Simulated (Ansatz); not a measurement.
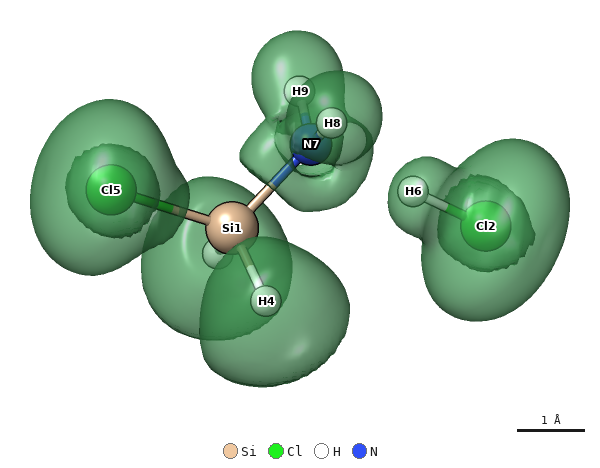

Figure 1: ClH$_{4}$NSi···HCl. Isosurface of the electron localisation function at 0.75 (green), seen at a tilt. Only the valence region is drawn (cores and ρ < 0.01 e/Å³ removed).

The product side of a reaction path; geometry: PBE0-D4/def2-TZVP.

The calculation used Ansatz 0.2.0, RKS PBE0-D4/def2-TZVPP.

```yaml
atoms:
  - { symbol: Si, position_ang: [-0.6388, 0.8902, -0.1267] }
  - { symbol: Cl, position_ang: [0.2820, -2.9312, -0.9076] }
  - { symbol: H, position_ang: [-0.5101, 0.9915, -1.5932] }
  - { symbol: H, position_ang: [-1.8999, 0.2667, 0.3183] }
  - { symbol: Cl, position_ang: [-0.5998, 2.8047, 0.6277] }
  - { symbol: H, position_ang: [0.4460, -1.7517, -0.3404] }
  - { symbol: N, position_ang: [0.6594, -0.1014, 0.4412] }
  - { symbol: H, position_ang: [0.6670, -0.3262, 1.4278] }
  - { symbol: H, position_ang: [1.5942, 0.1575, 0.1530] }
```

Where are the electrons localised?

The ELF exceeds this value in two regions around hydrogen nuclei, one region on Cl in which the atom's valence shell and bonds are merged, one joined region spread over several atoms (Cl, H), in which their bonds and any lone pairs are merged and one joined region spread over several atoms (H, N), in which their bonds and any lone pairs are merged.

Values along the shortest contacts:
N7···H6 (1.84 Å): the ELF dips to about 0.30 between them. Si–N (1.73 Å): the ELF peaks at about 0.90 between the atoms (a shared but strongly polarised pair).
